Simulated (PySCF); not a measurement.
## Excited-state calculation of PH$_{4}$ (charge +1)

PH$_{4}$, charge +1, SMILES [PH4+], computed with TDDFT B3LYP/def2-SVPD, vertical, gas phase, core orbitals frozen in the response (PySCF 2.14.0).

The geometry comes from this level: GFN2-xTB.

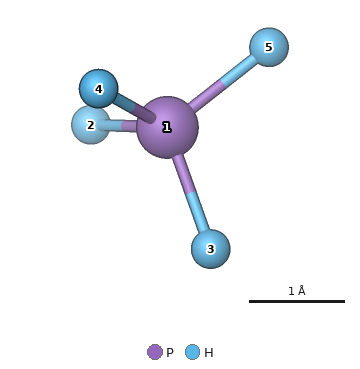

**Figure 1.** The structure (ball-and-stick view, seen at a tilt; atoms are numbered from 1 in the order of the input). Bond lengths as drawn: H–P 1.37 Å.

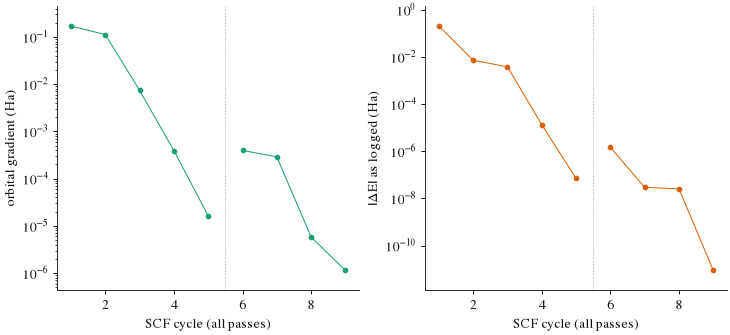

**Figure 2.** Convergence of the self-consistent field: orbital gradient and size of the energy change against the SCF cycle. The dotted line marks the change from a coarse to the final integration grid. The first 5 cycles use a coarse grid, the final grid takes over at cycle 6, and the field converges after 9 cycles in all.

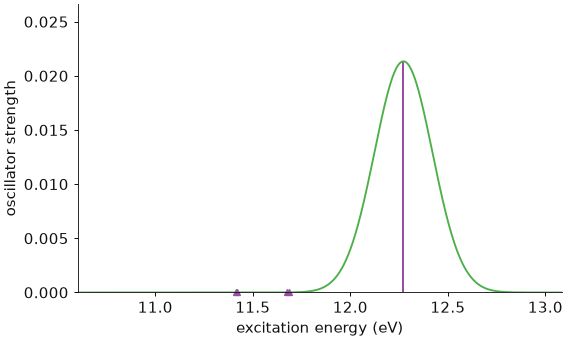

**Figure 3.** Computed excitations as sticks (degenerate states added up, dark ones marked on the axis), with a Gaussian envelope of 0.35 eV full width at half maximum, scaled to the tallest. Of the 8 states the lowest lies at 11.41 eV (f = 0.000); the strongest line is at 12.27 eV, or 101 nm (f = 0.021, summed over 3 states that lie within 0.004 eV).

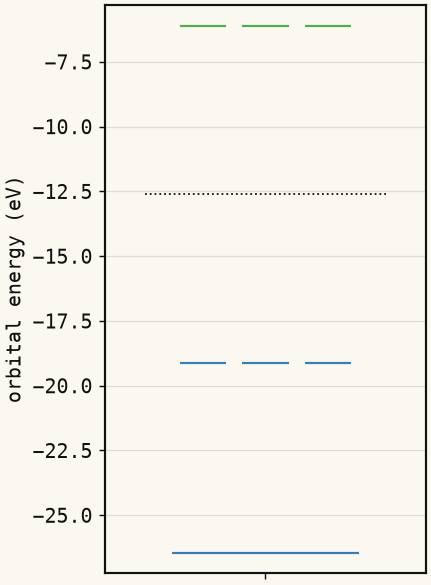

**Figure 4.** Orbital energies near the frontier; the dotted line parts filled from empty levels, and levels within 0.02 eV of each other stand side by side. Highest filled −19.11 eV, lowest empty −6.11 eV, 13.00 eV apart.

These pictures come from the run below.

### The input
```
{"job": {"kind": "uv", "xc": "B3LYP", "basis": "def2-SVPD", "nstates": 8, "ntriplets": 3}, "charge": 1, "multiplicity": 1}
P      0.001899     0.000764    -0.003675
H     -0.735946    -0.862330    -0.778816
H      0.335487    -0.616969     1.178341
H     -0.741472     1.126568     0.261376
H      1.148654     0.354820    -0.674412
```

The first line tells a small driver script what to run in PySCF; the rest is the geometry in Å.

Launch command:
```bash
OMP_NUM_THREADS=1 python <driver script> task.json out
```

### Log
```
coarse grid: 4104 points
cycle   1  E = -343.3150874903  dE =  2.042e-01  |g| = 1.704e-01  |ddm| = 1.903e+00
cycle   2  E = -343.3222703572  dE = -7.183e-03  |g| = 1.126e-01  |ddm| = 5.518e-01
cycle   3  E = -343.3260696734  dE = -3.799e-03  |g| = 7.391e-03  |ddm| = 3.113e-01
cycle   4  E = -343.3260829481  dE = -1.327e-05  |g| = 3.921e-04  |ddm| = 1.570e-02
cycle   5  E = -343.3260830180  dE = -6.993e-08  |g| = 1.632e-05  |ddm| = 1.652e-03
final grid: 33416 points
cycle   6  E = -343.3625752259  dE = -1.456e-06  |g| = 3.953e-04  |ddm| = 1.053e-02
cycle   7  E = -343.3625752553  dE = -2.933e-08  |g| = 2.894e-04  |ddm| = 1.792e-03
cycle   8  E = -343.3625752804  dE = -2.518e-08  |g| = 5.809e-06  |ddm| = 7.147e-04
cycle   9  E = -343.3625752804  dE = -8.754e-12  |g| = 1.136e-06  |ddm| = 1.466e-05
converged SCF energy = -343.3625752804

Static polarisability (au): isotropic 19.923, principal 19.919 19.922 19.929

Singlet excitations
state   eV       nm        f      main configurations
  1  11.4133    108.6   0.00000   H-1->L 0.50, H->L+1 0.50
  2  11.4179    108.6   0.00000   H->L+2 0.49, H-2->L 0.49
  3  11.4193    108.6   0.00000   H-1->L+2 0.49, H-2->L+1 0.49
  4  11.6769    106.2   0.00000   H->L 0.50, H-1->L+1 0.39
  5  11.6831    106.1   0.00000   H-2->L+2 0.47, H-1->L+1 0.19
  6  12.2697    101.0   0.00695   H->L+3 0.45, H-1->L+3 0.17, H->L+1 0.10
  7  12.2718    101.0   0.00728   H-1->L+3 0.52, H->L+3 0.20
  8  12.2756    101.0   0.00712   H-2->L+3 0.62

Triplet excitations (Tamm-Dancoff, eV): 10.1840 10.3655 10.3688
```

### Key numbers

```tsv
quantity	value
outcome	converged
total energy	−343.362575 hartree
HOMO	−19.11 eV
LUMO	−6.11 eV
mean polarisability	19.92 a.u.
lowest singlet excitation	11.41 eV
hardware	1 CPU thread, shared host
wall time	1 s
peak memory	0.26 GiB
```
